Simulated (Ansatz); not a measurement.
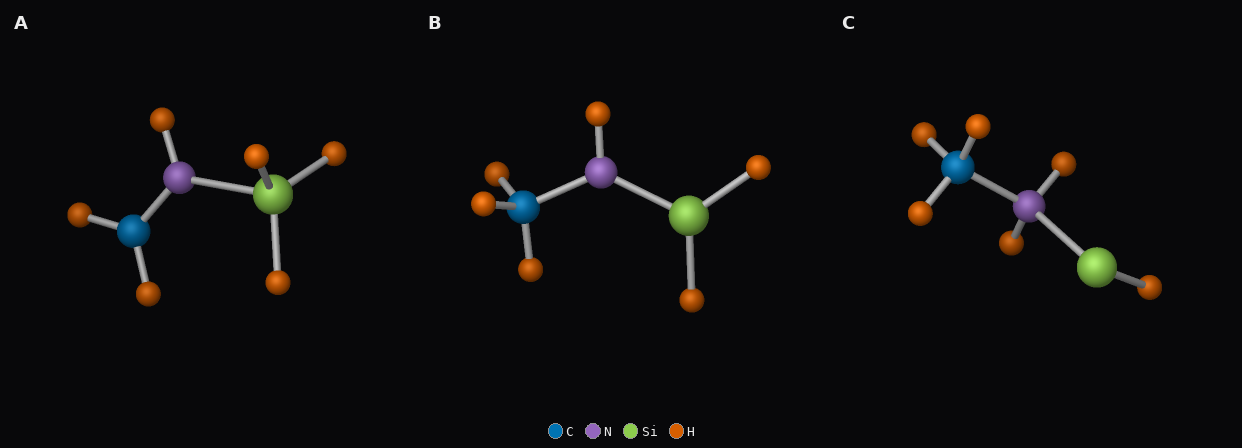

3 stationary structures of one formula. State: charge +1, singlet. Geometries: PBE0-D4/def2-TZVP. Electronic energies: RHF-CCSD(T) (frozen core)/def2-TZVPP (Ansatz 0.2.0), without zero-point energy. No frequency run is at hand to confirm each as a minimum. Each is one conformer, not always the lowest.

**Which is lowest in energy, and by how much?**

A is lowest; B lies 21.9 kJ/mol above it, C lies 85.4 kJ/mol above it.
